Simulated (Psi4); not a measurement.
# UB3LYP/6-31G(d) (spherical functions, sweep point 6) run of AlBrCl (SMILES [Cl][Al][Br])

What is the vertical ionisation energy of AlBrCl at UB3LYP/6-31G* (spherical functions, sweep point 6)? 

The results are computed with Psi4 1.11.

4 further runs of the same task are left out: 4 set aside as unsound or not needed.

## 1. The molecule

The species is AlBrCl (3 atoms), meant as a doublet with charge 0. SMILES: `[Cl][Al][Br]`. The coordinates come from a PBE0-D4/def2-TZVP relaxation.

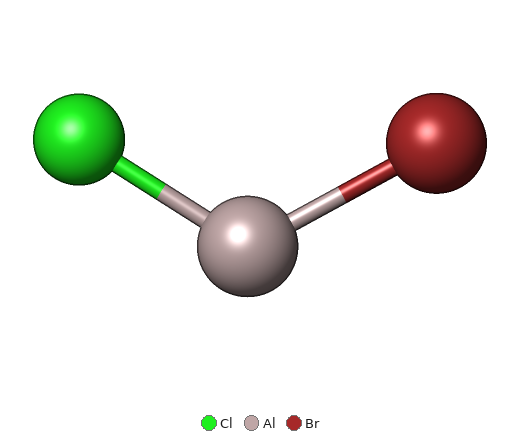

The structure, seen from a chosen angle (chlorine green, aluminium light grey, bromine red).

## 2. A single-point energy at UB3LYP/6-31G(d) (spherical functions, sweep point 6)

job.inp

```
memory 1600 MB

molecule {
  0 2
  Cl     0.83129052     3.32799668     0.80105490
  Al    -1.22473150     0.24812104    -0.63816051
  Br     0.37246502    -3.69857197    -0.18783878
  units bohr
  symmetry c1
}

set reference uks
set puream true
set scf_type pk
set dft_radial_points 99
set dft_spherical_points 590
set maxiter 150

energy('b3lyp/6-31G*')
print_variables()
```

Command:

```console
$ psi4 -n 1 job.inp job.out
```

job.out:

```text
[...]
  Running in c1 symmetry.
[...]
  Nuclear repulsion =  245.578057802383796
[...]
  Multiplicity = 2
[...]
  Nalpha       = 33
  Nbeta        = 32
[...]
    Number of basis functions: 68
[...]
   @UKS iter   1: -3276.24161087716993   -1.30317e+00   2.18987e-02 ADIIS/DIIS
[...]
   @UKS iter   9: -3276.59848094712106   -4.36739e-08   5.48531e-07 DIIS
[...]
   @S^2 Observed:                7.517124833E-01
[...]
    Orbital Energies [Eh]
    ---------------------
    Alpha Occupied:
       1A   -482.820113     2A   -101.525313     3A    -62.516226
       4A    -56.334376     5A    -56.332627     6A    -56.332386
       7A    -56.118529     8A     -9.459511     9A     -8.713253
      10A     -7.219470    11A     -7.214695    12A     -7.214168
      13A     -6.539173    14A     -6.532926    15A     -6.532081
      16A     -4.209334    17A     -2.763224    18A     -2.761261
      19A     -2.759773    20A     -2.633947    21A     -2.632260
      22A     -2.631588    23A     -2.626789    24A     -2.626760
      25A     -0.826361    26A     -0.781878    27A     -0.444764
      28A     -0.381442    29A     -0.348437    30A     -0.347982
      31A     -0.318072    32A     -0.313063    33A     -0.236059
[...]
  @UKS Final Energy: -3276.59848094712106
   => Energetics <=
    Nuclear Repulsion Energy =            245.5780578023837961
    One-Electron Energy =               -5044.1433373084691993
    Two-Electron Energy =                1633.2400826547163888
    DFT Exchange-Correlation Energy =    -111.2732840957524019
    Empirical Dispersion Energy =           0.0000000000000000
    VV10 Nonlocal Energy =                  0.0000000000000000
    Total Energy =                      -3276.5984809471210610
[...]
 Multipole Moments:
 ------------------------------------------------------------------------------------
     Multipole            Electronic (a.u.)      Nuclear  (a.u.)        Total (a.u.)
 ------------------------------------------------------------------------------------
 L = 1.  Multiply by 2.5417464519 to convert [e a0] to [Debye]
 Dipole X            :         -0.4973947           -0.1342172           -0.6316120
 Dipole Y            :         -8.2225274            8.2814598            0.0589324
 Dipole Z            :          0.0000000           -0.0000000            0.0000000
 Magnitude           :                                                    0.6343554
[...]
```

Run time: 16 s. Hardware: 1 thread of AMD EPYC 7R43 (Zen 3), shared host; peak memory 0.47 GiB.

## 3. The singlet cation, same level

albrcl.inp

```
memory 1.6 GB

molecule {
  1 1
  Cl     0.83129052     3.32799668     0.80105490
  Al    -1.22473150     0.24812104    -0.63816051
  Br     0.37246502    -3.69857197    -0.18783878
  units bohr
  symmetry c1
}

set basis 6-31G*
set reference rks
set puream true
set scf_type pk
set dft_radial_points 99
set dft_spherical_points 590

e, wfn = energy("b3lyp", return_wfn=True)
print_variables()
```

Command:

```console
$ psi4 -i albrcl.inp -o albrcl.out -n 1
```

albrcl.out:

```text
[...]
  Running in c1 symmetry.
[...]
  Nuclear repulsion =  245.578057802383796
[...]
  Multiplicity = 1
[...]
  Nalpha       = 32
  Nbeta        = 32
[...]
    Number of basis functions: 68
[...]
   @RKS iter   1: -3275.90954035745517   -9.71104e-01   2.17550e-02 ADIIS/DIIS
[...]
   @RKS iter  10: -3276.27624162566781   -2.22462e-08   7.17661e-07 DIIS
[...]
    Orbital Energies [Eh]
    ---------------------
    Doubly Occupied:
       1A   -483.049757     2A   -101.753980     3A    -62.744773
       4A    -56.563873     5A    -56.560714     6A    -56.560558
       7A    -56.410418     8A     -9.685651     9A     -8.940872
      10A     -7.447021    11A     -7.439926    12A     -7.439616
      13A     -6.769726    14A     -6.758601    15A     -6.758177
      16A     -4.493731    17A     -3.048143    18A     -3.047495
      19A     -3.042991    20A     -2.863789    21A     -2.860726
      22A     -2.860453    23A     -2.851636    24A     -2.851623
      25A     -1.040665    26A     -0.997307    27A     -0.660470
      28A     -0.593625    29A     -0.556225    30A     -0.555444
      31A     -0.524834    32A     -0.519958
[...]
  @RKS Final Energy: -3276.27624162566781
   => Energetics <=
    Nuclear Repulsion Energy =            245.5780578023837961
    One-Electron Energy =               -5028.9520626677831387
    Two-Electron Energy =                1618.1196437211517605
    DFT Exchange-Correlation Energy =    -111.0218804814204105
    Empirical Dispersion Energy =           0.0000000000000000
    VV10 Nonlocal Energy =                  0.0000000000000000
    Total Energy =                      -3276.2762416256673532
[...]
 Multipole Moments:
 ------------------------------------------------------------------------------------
     Multipole            Electronic (a.u.)      Nuclear  (a.u.)        Total (a.u.)
 ------------------------------------------------------------------------------------
 L = 1.  Multiply by 2.5417464519 to convert [e a0] to [Debye]
 Dipole X            :         -1.6966313           -0.1342172           -1.8308486
 Dipole Y            :         -7.1531000            8.2814598            1.1283598
 Dipole Z            :         -0.0000000           -0.0000000           -0.0000000
 Magnitude           :                                                    2.1506284
[...]
```

Run time: 13 s. Hardware: 1 thread of AMD EPYC 7R43 (Zen 3), shared host; peak memory 0.48 GiB.

## 4. What came out

Level: UB3LYP/6-31G* (spherical functions, sweep point 6).

```
                                          quantity           value
                      doublet AlBrCl: total energy  -3276.59848 Eh
                     doublet AlBrCl: dipole moment          1.61 D
doublet AlBrCl: HOMO energy (highest over α and β)        -6.42 eV
 doublet AlBrCl: LUMO energy (lowest over α and β)        -3.77 eV
                              doublet AlBrCl: ⟨S²⟩           0.752
                      singlet cation: total energy  -3276.27624 Eh
                       singlet cation: HOMO energy       -14.15 eV
                       singlet cation: LUMO energy       -10.98 eV
                     singlet cation: HOMO–LUMO gap         3.17 eV
vertical ionisation energy (to the singlet cation)        8.769 eV
```

What this shows: Removing an electron at fixed nuclei costs 8.77 eV (846 kJ/mol). Only the singlet of the ionised species was computed; a triplet could lie lower.
